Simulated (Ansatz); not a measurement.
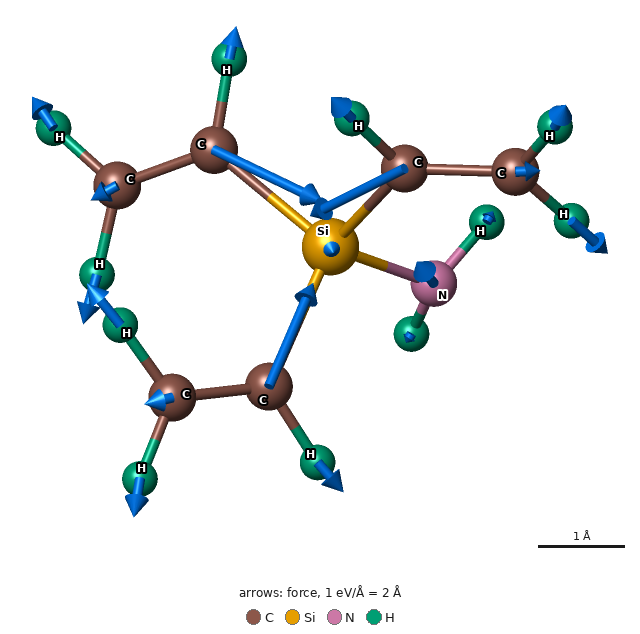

Starting geometry of C$_{6}$H$_{11}$NSi with the computed forces as blue arrows. A ball-and-stick model, seen from a free direction.

The start comes from GFN2-xTB.

Computed with Ansatz 0.2.0, RKS PBE0-D4/def2-TZVP.

Input file:
```yaml
crystal:
  periodic: [false, false, false]
  atoms:
    - {symbol: C, position_ang: [-1.745050, 0.048800, -1.868500]}
    - {symbol: C, position_ang: [-1.613920, -0.055940, -0.556450]}
    - {symbol: Si, position_ang: [0.036840, -0.053810, 0.360990]}
    - {symbol: N, position_ang: [-0.338010, -0.644000, 1.948940]}
    - {symbol: C, position_ang: [0.730130, 1.691110, 0.569470]}
    - {symbol: C, position_ang: [0.580100, 2.436650, 1.651770]}
    - {symbol: C, position_ang: [1.329970, -1.069640, -0.589130]}
    - {symbol: C, position_ang: [1.050870, -2.075890, -1.401930]}
    - {symbol: H, position_ang: [-2.706610, 0.056920, -2.360670]}
    - {symbol: H, position_ang: [-0.888250, 0.130150, -2.517870]}
    - {symbol: H, position_ang: [-2.510370, -0.131860, 0.046380]}
    - {symbol: H, position_ang: [-0.820130, -1.525220, 2.029220]}
    - {symbol: H, position_ang: [0.375070, -0.583880, 2.657910]}
    - {symbol: H, position_ang: [1.277290, 2.106260, -0.268450]}
    - {symbol: H, position_ang: [0.039420, 2.072960, 2.509600]}
    - {symbol: H, position_ang: [0.982390, 3.435850, 1.734160]}
    - {symbol: H, position_ang: [2.374180, -0.820260, -0.431780]}
    - {symbol: H, position_ang: [1.813190, -2.646850, -1.911830]}
    - {symbol: H, position_ang: [0.032890, -2.371380, -1.601850]}
basis:
  gaussian: {orbitals: def2-TZVP}
hamiltonian: {xc: pbe0, dispersion: d4}
relax: {f_tol: 0.005, max_steps: 150}
```

Command:
```bash
ansatz run in.yaml --threads 4 --pin off --events-out ev --progress --plain --max-ram 66560MiB --backend cuda --devices 0, --max-vram 37GiB
```

> What follows when this structure is relaxed?

It isn't relaxed: the largest force vector, on C atoms, is 0.82 eV/Å. The final displacements have little in common with the starting forces (cosine between the two patterns −0.14). The atom that moves furthest after the best rigid fit is H19 (1.95 Å). By element the largest moves are H 1.95 Å, C 0.71 Å, N 0.38 Å, Si 0.26 Å. Among the contacts that change: Si3–C7 1.899 → 1.868 Å, C2–Si3 1.889 → 1.864 Å, Si3–N4 1.735 → 1.718 Å, C1–H10 1.078 → 1.087 Å. Among the angles between lasting bonds that change: Si3–N4–H13 118.1° → 121.5°, C2–Si3–N4 104.8° → 107.1°, H12–N4–H13 109.6° → 111.8°. Groups turn about Si3–C7 by about 85°, C2–Si3 by about 50°. Over 41 accepted moves (44 points after the start) the energy falls by 12.4 kJ/mol. Largest force component: 0.74 eV/Å at the start, 0.0035 eV/Å at the end. The line search rejected the trial steps at points 20, 21, 27 of the run.
